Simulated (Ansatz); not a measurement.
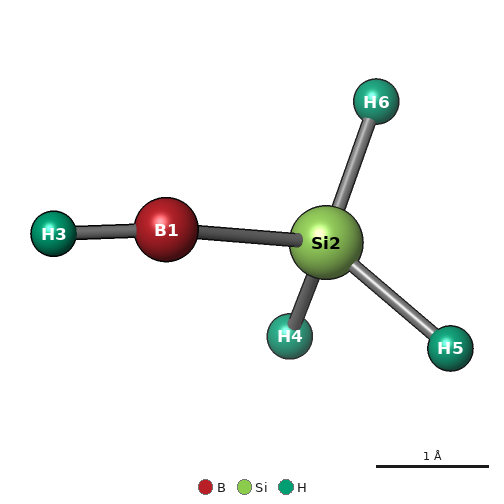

Figure made from data computed with Ansatz.

The atoms are numbered. Charge 0, doublet. Geometry: atoms displaced at random (about 0.1 Å) from a stationary point of GFN2-xTB.

Give the bond lengths.

| bond | length (Å) | order |
| --- | --- | --- |
| B1–Si2 | 1.898 | single |
| B1–H3 | 1.040 | single |
| Si2–H4 | 1.560 | single |
| Si2–H5 | 1.514 | single |
| Si2–H6 | 1.443 | single |
